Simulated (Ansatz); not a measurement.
# AlClH₂SSi: up Jacob's ladder to CCSD(T)

Aim: compute AlClH₂SSi with functionals from several rungs and with coupled cluster. The yardstick is the atomisation energy at the CCSD(T) limit.

Computed with Ansatz 0.2.0, Gaussian basis. Level: functionals in def2-TZVPP, the program's frozen cores in correlated methods.

Levels to be run: LDA (SPW92), PBE-D4, revPBE-D4, BLYP-D4, r2SCAN-D4, B97M-V, PBE0-D4, B3LYP-D4, r2SCANh-D4, r2SCAN0-D4, HSE06-D4, BHLYP-D4, CAM-B3LYP-D4, LC-ωPBE, ωB97X-V, ωB97M-V, B2PLYP, PBE-QIDH; CCSD(T)/def2-SVP; CCSD(T)/def2-TZVPP; MP2/def2-QZVPP; extrapolation to the limit; RPA on PBE.

### Step 1. The geometry

The geometry comes from an earlier relaxation with PBE0-D4 in a triple-zeta def2 set; it is a stationary point.

SMILES `Cl[SiH]1[AlH][S]1`, 6 atoms, charge 0, spin multiplicity 1.

Atoms are counted from 1 here; the program's logs count them from 0.

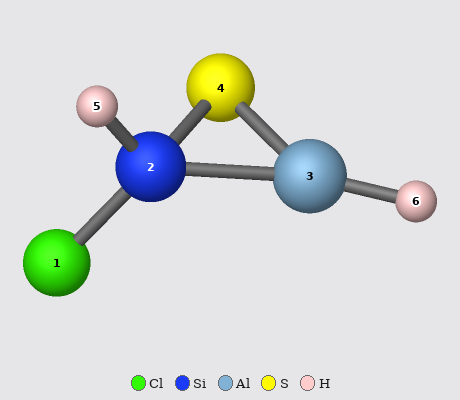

The structure; chlorine green, silicon blue, aluminium light blue, sulfur yellow, hydrogen pink; atoms are numbered from 1 in the order of the file.

### Step 2. LDA

This LDA is Slater exchange with PW92 correlation.

in.yaml reads:

```yaml
crystal:
  periodic: [false, false, false]
  atoms:
    - {symbol: Cl, position_ang: [-2.456503, -0.326337, -0.807496]}
    - {symbol: Si, position_ang: [-0.512616, 0.340723, -0.644447]}
    - {symbol: Al, position_ang: [0.832967, -0.046158, 1.196377]}
    - {symbol: S, position_ang: [0.961534, -1.262458, -0.608191]}
    - {symbol: H, position_ang: [-0.313405, 1.262262, -1.787142]}
    - {symbol: H, position_ang: [1.530122, -0.031932, 2.604799]}
basis:
  gaussian: {orbitals: def2-TZVPP}
hamiltonian: {xc: lda}
output: {orbitals: {seedname: orbitals}}
```

Started as:

```sh
ansatz run in.yaml --threads 2 --pin off --events-out ev --progress --plain --max-ram 4352MiB
```

After this run come: PBE-D4 (GGA); revPBE-D4 (GGA); BLYP-D4 (GGA); r2SCAN-D4 (meta-GGA); B97M-V (meta-GGA); PBE0-D4 (hybrid); B3LYP-D4 (hybrid); r2SCANh-D4 (hybrid); r2SCAN0-D4 (hybrid); HSE06-D4 (hybrid); BHLYP-D4 (hybrid); CAM-B3LYP-D4 (range-separated); LC-ωPBE (range-separated); ωB97X-V (range-separated); ωB97M-V (range-separated); B2PLYP (double hybrid); PBE-QIDH (double hybrid); CCSD(T) in def2-SVP; CCSD(T) in def2-TZVPP; MP2 in def2-QZVPP; RPA on PBE orbitals.

Before running them: what should the planned runs give, taken together? Wanted: atomisation energy, CCSD(T)/CBS; farthest beyond LDA; mean size of error, GGA; mean size of error, meta-GGA; mean size of error, hybrid; mean size of error, range-separated; mean size of error, double hybrid; gap, smallest and largest; T1 diagnostic.

The runs gave:

| quantity | value |
| --- | --- |
| atomisation energy, CCSD(T)/CBS | 1731.3 kJ/mol |
| functionals within 8.7 kJ/mol (0.5 %) | PBE0-D4, r2SCAN0-D4, HSE06-D4, ωB97M-V |
| farthest beyond LDA | BHLYP-D4 (-68.1 kJ/mol) |
| mean size of error, GGA | 30.2 kJ/mol |
| mean size of error, meta-GGA | 38.7 kJ/mol |
| mean size of error, hybrid | 22.1 kJ/mol |
| mean size of error, range-separated | 23.7 kJ/mol |
| mean size of error, double hybrid | 30.7 kJ/mol |
| gap, smallest and largest | 2.91 eV (LDA (SPW92)), 9.16 eV (LC-ωPBE) |
| T1 diagnostic | 0.0134 |
| triples share of the correlation energy | 4.7 % |

LDA overbinds by 232.8 kJ/mol (13 %). PBE-D4 is off by +13.3 kJ/mol. Double hybrids carry the basis error of their MP2 part in triple zeta, and no dispersion term here, so their miss is partly the set-up's. By mean error the best rung here is hybrid (22.1 kJ/mol) and the worst beyond LDA is meta-GGA (38.7 kJ/mol). The gap between the best rungs is small, so their order is not settled. The reference freezes the cores and leaves out relativity and excitations past (T), so misses under about 8.7 kJ/mol can't be ranked. Hartree-Fock recovers 71 % of the binding; the rest is correlation. CCSD(T) in def2-SVP is off by -181.1 kJ/mol, worse than the median functional, from the basis alone. Orbital gaps span 2.9 to 9.2 eV; exact exchange widens them.
